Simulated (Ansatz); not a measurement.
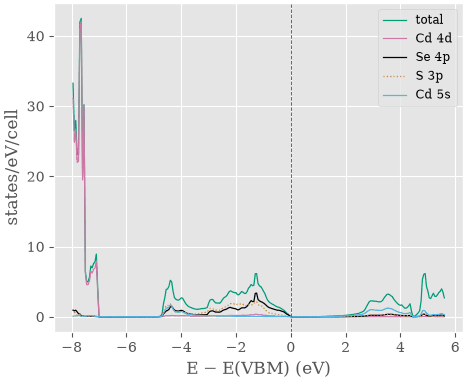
Figure. Total and projected density of states of Cd2SeS in space group P3m1 (No. 156; Cd on 1a, Cd on 1b, Se on 1b, S on 1a), the program Ansatz at the LDA level (PAW)

Question: Which orbitals carry the states next to the gap?

Answer: Top 1 eV of the valence band: Se 4p 63 %, S 3p 27 %, Cd 4d 7 %. Bottom 1 eV of the conduction band: Cd 5s 53 %, S 3p 13 %, S 3s 12 %, Se 4p 11 %, Se 4s 7 %. Projections are on Löwdin-orthogonalised atomic valence shells; empty p or d shells of many metals are not among them.

Question: Where is the tallest occupied peak in this window, and what makes it?

Answer: Near -7.6 eV, about 42 states/eV per cell; the largest projected share is Cd 4d.

The first step of the workflow began from a Materials Project structure, measured or hypothetical; the Crystallography Open Database copy checked does not list it. Its standing as an ambient phase is unchecked. The cell was relaxed with LDA under the symmetry of its start; of distortions, only those at the zone centre were tested. Scalar-relativistic: spin–orbit coupling is off unless named, which matters more the heavier the elements.

Potentials: the later of the program's two PAW sets.
